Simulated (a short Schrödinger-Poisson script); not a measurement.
System: symmetric double-gate stack, Si3N4 on p-type Si(100), at 300 K.

```tsv
layer	material	thickness (nm)	Na (cm⁻³)
1	Si3N4	1.5	-
2	Si	4	2e18
3	Si3N4	1.5	-
```

Constants are typed, rounded textbook-type inputs, not results; the design itself was drawn at random and stands for no fabricated device. Si3N4: permittivity 7.5, conduction-band edge (eV) 1.95, gap (eV) 5.1, electron mass (mₑ) 0.5. Si: permittivity 11.7, conduction-band edge (eV) 0, gap (eV) 1.124, Nv at 300 K (cm⁻³) 3.1e19.

Channel valleys (confinement mass, in-plane density-of-states mass, number): Δ2 0.916, 0.19, 2; Δ4 0.19, 0.417, 4. At the gates, both at one voltage, the conduction-band edge of layer 1 lies 2.54 eV − eVg above the Fermi level of the channel. Gaps are held at their typed values at every temperature. Mesh 0.03 nm at interfaces.

Solved with a short Schrödinger-Poisson script written for these runs: 1D Poisson equation in equilibrium, electrons quantum, Hartree (BenDaniel-Duke, 12 states a valley, the channel's in-plane mass for all, wave functions free to enter the dielectric), parabolic valleys, classical holes, full ionisation, no traps, pinning or gate leakage.

Only gate voltages with over 1e8 electrons/cm² are shown.

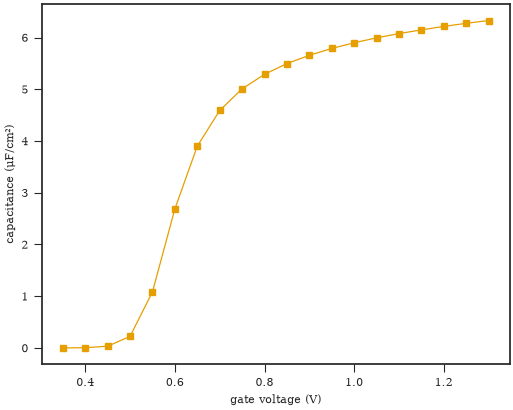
Figure: Quasi-static capacitance against gate voltage

```tsv
Vg (V)	electrons (cm⁻²)	C (μF/cm²)	Δ2 E0 (meV)	Δ2 E1 (meV)	Δ4 E0 (meV)	Δ4 E1 (meV)
0.35	1.16e8	< 0.003	282.9	351.0	337.9	576.5
0.45	5.52e9	0.0347	183.0	251.1	238.0	476.7
0.55	2.12e11	1.09	88.5	156.2	143.4	381.5
0.65	1.83e12	3.90	31.1	95.8	85.1	319.4
0.75	4.67e12	5.01	4.8	64.4	57.4	285.2
0.85	7.96e12	5.50	-11.0	43.3	40.4	261.1
0.95	1.15e13	5.79	-22.3	26.9	28.1	241.8
1.05	1.52e13	5.99	-31.2	13.3	18.4	225.3
1.15	1.90e13	6.15	-38.6	1.3	10.5	210.8
1.25	2.28e13	6.27	-45.3	-9.4	3.6	197.7
```

Subbands count from the Fermi level. The capacitance is that of both gates.
